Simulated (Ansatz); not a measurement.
One crystal and one scan (scan of one atom of the cell) at two levels, PBE (plane waves to 420 eV, PAW, scalar-relativistic; Ansatz, a first-principles code) and r2SCAN (plane waves to 500 eV, PAW, scalar-relativistic; Ansatz), each from its own relaxed cell and on its own mesh. The cell shown is that of PBE.

Relaxed TiSi₂ (C54 type, space group Fddd):

```
TiSi2
1.0
    0.00000     4.13234     4.28268
    2.40310     0.00000     4.28268
    2.40310     4.13234     0.00000
Si Ti
4 2
Cartesian
  2.40310   5.47961   4.28268
  2.40310   2.78506   4.28268
  3.60465   4.85123   6.42402
  3.60465   7.54578   6.42402
  0.00000   0.00000   0.00000
  1.20155   2.06617   2.14134
```

In this cell atom 1 (Si, nearest neighbour Si at 2.535 Å; its periodic images, 4.8 Å or more away, move with it) is moved by s towards the nearest neighbour, unit vector (0.474, -0.248, 0.845); all other atoms and the cell stay fixed.

E stands for the smeared free energy. TiSi2 is run without spin polarisation. TiSi2 was relaxed with its symmetry unable to fall. With partly filled bands, energies and forces of such displacements shift with the k mesh and the smearing. Percentages come from the unrounded values. Both scans cover s from -0.760 to 0.760 Å.

```
quantity                                                            PBE  r2SCAN     PBE − r2SCAN
----------------------------------------------------------------  -----  ------  ---------------
Lattice constant a (Å)                                            4.806   4.779  +0.027 (+0.6 %)
Lattice constant b (Å)                                            8.265   8.230  +0.035 (+0.4 %)
Lattice constant c (Å)                                            8.565   8.521  +0.044 (+0.5 %)
Relaxed volume (Å³/atom)                                          14.18   13.96   +0.22 (+1.5 %)
Energy at s = 0.760 Å (meV/cell)                                   4470    4780    -310 (-6.5 %)
Force along the line at s = -0.760 Å (eV/Å)                        9.95   10.68   -0.73 (-6.8 %)
Force constant k = d²E/ds² at s = 0 (finite differences) (eV/Å²)   8.19    8.67   -0.48 (-5.6 %)
```

PBE gives the higher value for: lattice constant a; lattice constant b; lattice constant c; relaxed volume. PBE gives the lower value for: energy at s = 0.760 Å; force along the line at s = -0.760 Å; force constant k = d²E/ds² at s = 0. Both give the same symmetry of the curve: not even: the positive side lies higher at ±0.760 Å. Neither level is exact: the differences show how much the result hangs on the functional.

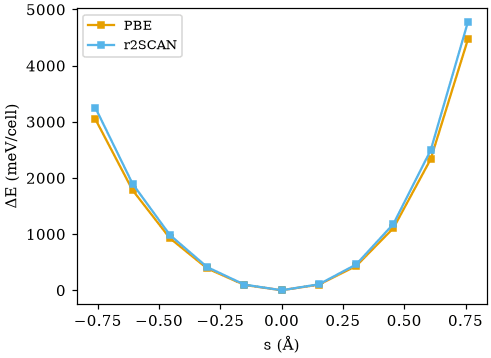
Fig. 1. ΔE, each from the undisplaced structure of its own level.

(A displaced cell: forces are minus the slopes of the energy, force constants its curvatures, and phonons follow from these.)
